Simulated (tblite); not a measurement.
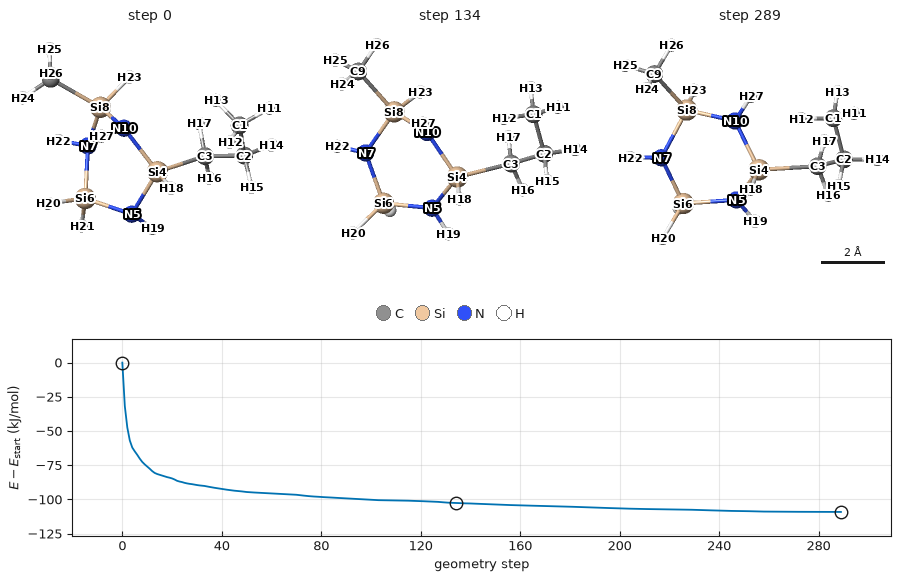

Frames of a relaxation of C4H17N3Si3, marked on the history of the run. A ball-and-stick model, seen at a tilt.

All numbers below come from GFN2-xTB geometry optimisation, gas phase in tblite 0.8.0. 

**What happens along the run?**

The largest move after the best rigid fit is that of H27, 2.37 Å. Largest moves by element: H 2.37 Å, N 1.28 Å, C 0.58 Å, Si 0.52 Å. Among the contacts that change: Si6–N7 1.797 → 1.723 Å, Si4–N5 1.791 → 1.728 Å, N5–Si6 1.783 → 1.722 Å, N7–H22 1.059 → 1.005 Å. Among the angles between lasting bonds that change: Si4–N10–Si8 113.6° → 126.0°, Si4–N5–Si6 113.5° → 125.5°, Si6–N7–H22 105.1° → 116.0°. Groups turn about Si8–C9 by about 35°, C1–C2 by about 30°, C3–Si4 by about 25°. Over 289 geometry steps the energy falls by 109.1 kJ/mol. The run took 12 s on 1 thread of AMD EPYC (shared host). From step 0 to 134: H24 moves most (1.66 Å), energy −102.6 kJ/mol. From step 134 to 289: H27 moves most (1.74 Å), energy −6.51 kJ/mol.
